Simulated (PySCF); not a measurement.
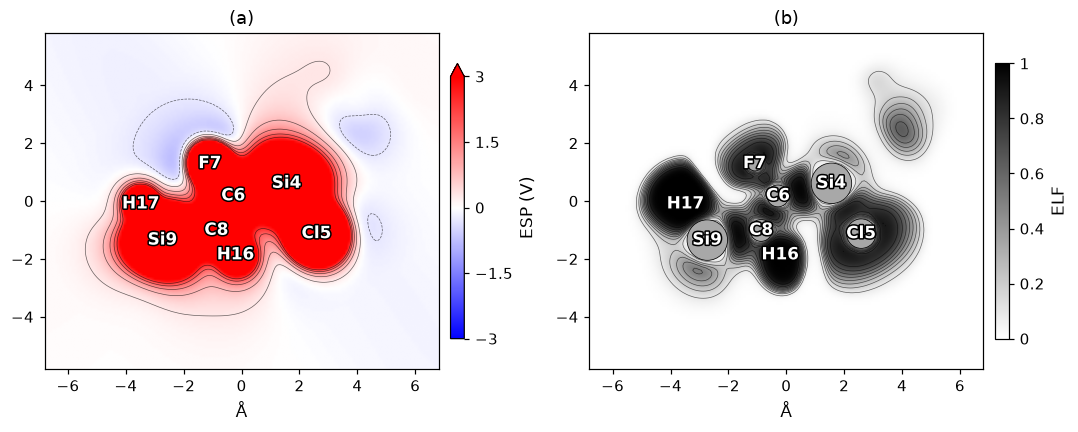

Figure. C$_{5}$H$_{10}$ClFSi$_{2}$. (a) molecular electrostatic potential; (b) ELF on the plane of atoms Si4, C6 and F7. Grey discs cover the atomic cores in the ELF map.

Geometry: GFN2-xTB.

The calculation used PySCF 2.14.0, PBE0/pcSseg-1, SCF density, gas phase, non-relativistic.

The calculation's input:

```
{"job": {"kind": "nmr", "xc": "PBE0", "basis": "pcSseg-1"}, "charge": 0, "multiplicity": 1}
C     -4.033951    -0.070034     0.022202
C     -2.941848    -0.278758    -0.689641
C     -1.612989    -0.629197    -0.109776
Si    -0.401813     0.847846    -0.192910
Cl    -0.084814     1.379573    -2.117385
C      1.271469     0.311871     0.530384
F      1.179669    -0.022300     1.852275
C      2.455093     0.226472    -0.063879
Si     4.069485    -0.325252     0.741193
H     -4.972902     0.190222    -0.434620
H     -4.034386    -0.161058     1.096313
H     -2.965009    -0.177618    -1.766762
H     -1.189462    -1.473142    -0.659998
H     -1.732723    -0.938890     0.928793
H     -0.915273     2.001824     0.543861
H      2.475038     0.502574    -1.108181
H      3.889513    -0.514313     2.176415
H      4.474276    -1.581168     0.101250
H      5.060821     0.720597     0.472617
```

Run with:

```sh
OMP_NUM_THREADS=1 python probes_run.py task.json out
```

> What do the fields say about this system?

Atoms in the plane: Si, Cl, C, F and H. C–C (1.33 Å): the ELF peaks at about 0.90 between the atoms; a multiple bond. C–F (1.37 Å): the ELF peaks at about 0.85 between the atoms, as expected for a shared but strongly polarised pair. C–Si (1.89 Å): the ELF peaks at about 0.95 between the atoms, as expected for localised, covalent bonding. Si–Cl (2.02 Å): the ELF peaks at about 0.90 between the atoms: a polar covalent bond. C–H (1.08 Å): the ELF climbs to about 1 towards the hydrogen, as it does in any bond to H: a covalent bond by its length. The ELF also peaks beside Cl5, away from the bonds: lone-pair regions. Outside the dense part of the molecule the potential is most negative (−0.8 V) near F7.
